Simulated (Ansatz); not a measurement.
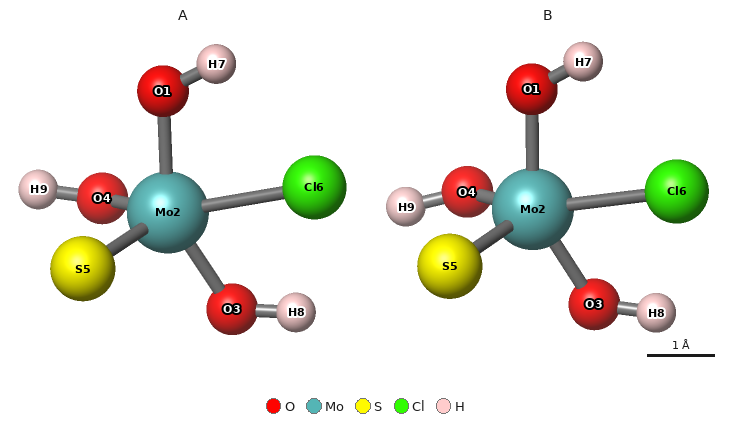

Two geometries of MoH$_{3}$SO$_{3}$Cl, drawn at one scale. One is the start of a relaxation, the other its converged end. A ball-and-stick model, seen at a tilt.

Level of theory: Ansatz 0.2.0, RKS PBE0-D4/def2-TZVP. Set-up: force threshold 0.005 eV/Å; at most 150 steps.

> Which one is relaxed?

Structure B is the relaxed one. The start comes from PBE-D4/def2-SVP. The energy falls by 1.69 kcal/mol in 18 geometry steps. Largest force component: 0.88 eV/Å at the start, 0.0016 eV/Å at the end. The atom that moves furthest after the best rigid fit is H9 (0.27 Å). Largest moves by element: H 0.27 Å, O 0.11 Å, Cl 0.09 Å, Mo 0.05 Å, S 0.05 Å. Among the contacts that change: Mo2–Cl6 2.463 → 2.426 Å, Mo2–S5 2.118 → 2.082 Å, O1–Mo2 1.886 → 1.861 Å, O1–H7 0.981 → 0.963 Å. Among the angles between lasting bonds that change: Mo2–O1–H7 117.7° → 120.6°, S5–Mo2–Cl6 109.2° → 107.2°. Groups turn about Mo2–O4 by about 30°. The run took 2 min on 4 threads of Arm Neoverse V2, on a shared host.
